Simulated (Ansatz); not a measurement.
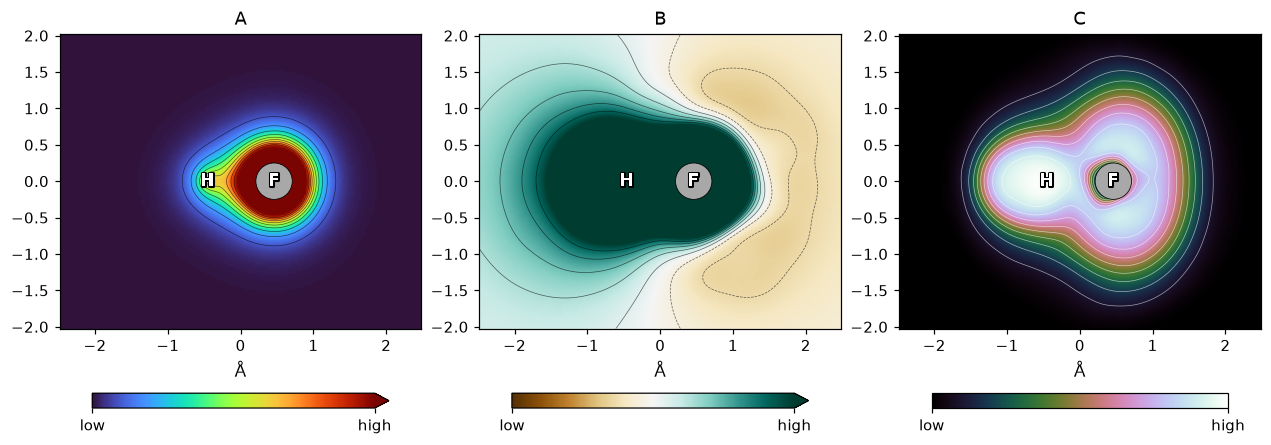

HF: 3 fields on a plane that holds the molecular axis, with unlabelled colour scales. Grey discs cover the atomic cores.

Geometry: PBE0-D4/def2-TZVP.

Level of theory: Ansatz 0.2.0, RKS PBE0-D4/def2-TZVPPD.

### The panels show electron density, electron localisation function and electrostatic potential in some order. Assign them.

Panel A: electron density. Panel B: electrostatic potential (strongly positive close to the atoms, with negative regions outside electron-rich atoms). Panel C: electron localisation function. From the grid: F–H (0.92 Å): the density is about 4.8 e/Å³ at the midpoint; the ELF climbs to about 1 towards the hydrogen, as it does in any bond to H (a covalent bond by its length).
